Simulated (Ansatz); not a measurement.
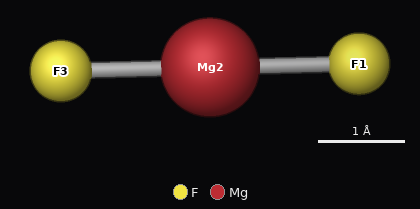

**Figure 1.** The structure (ball-and-stick view, seen at a tilt; atoms are numbered from 1 in the order of the input). Sticks mark near contacts.

**Two runs on MgF2**

System: MgF2.
Method of run A: RKS PBE0-D4/def2-TZVPP (Ansatz 0.2.0).

The geometry comes from this level: PBE0-D4/def2-TZVP. Text and figures count atoms from 1; the logs count them from 0 in places.

### The input, run A
```yaml
crystal:
  periodic: [false, false, false]
  atoms:
    - {symbol: F, position_ang: [-1.414782, 0.734806, -0.700835]}
    - {symbol: Mg, position_ang: [-0.003626, -0.021565, -0.004411]}
    - {symbol: F, position_ang: [1.407507, -0.778041, 0.691946]}
basis:
  gaussian: {orbitals: def2-TZVPP}
hamiltonian: {xc: pbe0, dispersion: d4}
output: {orbitals: {seedname: orbitals}}
```

Hardware: 2 CPU threads, shared host.

### Output (run A)
```
Functional definition: PBE0
  parameter a = 0.25
  parameter kappa = 0.804
  parameter beta = 0.06672455060314922
  exchange = (1 - a)*pbe_x(kappa = kappa, mu = beta*pi^2/3) + a*exact_x
  correlation = pbe_c(beta = beta)
600 factors; their error is unknown
mean field evaluation 1: about -10870.3825 eV, gradient 6.1e1 eV
mean field evaluation 2: about -10851.8508 eV, gradient 1.3e2 eV
mean field evaluation 4: about -10876.0241 eV, gradient 7.6e-1 eV
mean field evaluation 8: about -10876.0639 eV, gradient 5.8e-3 eV
mean field -10876.06394632 eV, -399.6879779665 hartree, gradient 4.1e-5 eV, S^2 0.000000; 0 other end points of the search recorded, 0 dependent functions left out
reference -10876.06398057 eV, -399.6879792249 hartree; 15, 15 occupied and 79, 79 virtual orbitals, 600 factors
Total energy: -10876.08531852 eV, -399.6887633801 hartree
```

For run B the input was changed thus:
```diff
-  gaussian: {orbitals: def2-TZVPP}
+  gaussian: {orbitals: def2-SVP}
```

How does run B compare with run A?

The total energy of run B is 201.0 kcal/mol higher, which measures the change of basis and not a stability. The HOMO goes from −10.28 to −10.14 eV. The basis functions go from 94 to 46.

### Output (run B)
```
Functional definition: PBE0
  parameter a = 0.25
  parameter kappa = 0.804
  parameter beta = 0.06672455060314922
  exchange = (1 - a)*pbe_x(kappa = kappa, mu = beta*pi^2/3) + a*exact_x
  correlation = pbe_c(beta = beta)
406 factors; integrals over basis functions are off by at most 5.5e-4 eV
mean field evaluation 1: about -10862.2391 eV, gradient 5.5e1 eV
mean field evaluation 2: about -10846.4708 eV, gradient 1.1e2 eV
mean field evaluation 4: about -10867.3467 eV, gradient 4.3e-1 eV
mean field evaluation 8: about -10867.3476 eV, gradient 1.1e-3 eV
mean field -10867.34764617 eV, -399.3676598441 hartree, gradient 1.9e-5 eV, S^2 0.000000; 0 other end points of the search recorded, 0 dependent functions left out
reference -10867.34768460 eV, -399.3676612561 hartree; 15, 15 occupied and 31, 31 virtual orbitals, 406 factors
Total energy: -10867.36902255 eV, -399.3684454114 hartree
```

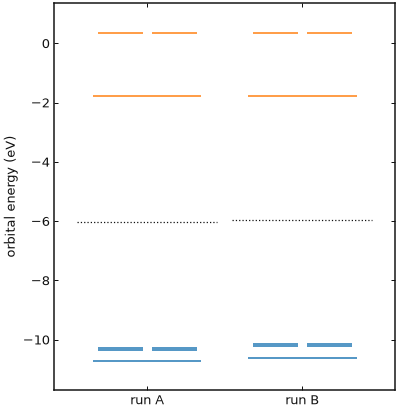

**Figure 2.** The five highest filled and three lowest empty orbital energies of the two runs; the dotted lines part filled from empty levels. The HOMO–LUMO gap is 8.50 eV in run A and 8.36 eV in run B.

### The two runs side by side

| quantity | run A | run B |
| --- | --- | --- |
| outcome | converged | converged |
| total energy (hartree) | −399.688763 | −399.368445 |
| HOMO (eV) | −10.28 | −10.14 |
| LUMO (eV) | −1.78 | −1.78 |
| basis functions | 94 | 46 |
